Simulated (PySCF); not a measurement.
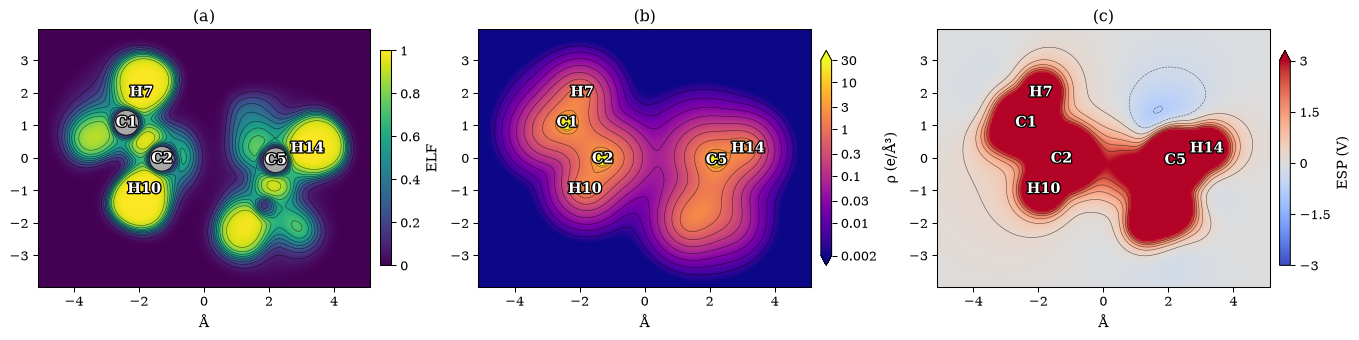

The picture shows: C₄H₁₀OSi (SMILES CCO[SiH]1CC1). (a) ELF; (b) electron density; (c) molecular electrostatic potential on the plane of atoms C1, C2 and H10. Grey discs cover the atomic cores in the ELF map.

Geometry: GFN2-xTB, MD frame at 250 fs, 400 K.

These are results of PBE0/pcSseg-1, SCF density, gas phase, non-relativistic (PySCF), not measurements.

```xyz
16

C     1.9025   -0.3594   -0.8061
C     0.6722    0.2737   -0.0957
O     0.4216   -0.4198    1.0746
Si   -1.0987   -0.7861    1.5990
C    -2.6564   -0.6724    0.4352
C    -2.4621    0.4748    1.4702
H     1.5684   -1.1822   -1.4012
H     2.4857   -0.7493    0.1037
H     2.4092    0.4659   -1.3174
H     1.0233    1.2409    0.2555
H    -0.2340    0.3498   -0.8056
H    -1.0153   -1.7479    2.6718
H    -2.4439   -0.3440   -0.5120
H    -3.5068   -1.2521    0.4056
H    -2.2771    1.4028    0.9518
H    -3.2088    0.4694    2.2204
```

### What do the fields say about this system?

Atoms in the plane: C and H. C–C (1.56 Å): ρ is about 1.6 e/Å³ halfway; the ELF peaks at about 0.95 between the atoms (a covalent bond). C–H (1.03 Å): ρ is about 2.2 e/Å³ halfway; the ELF climbs to about 1 towards the hydrogen, as it does in any bond to H: an ordinary covalent bond to hydrogen. Outside the dense part of the molecule the potential is most negative (−0.8 V) near C5.
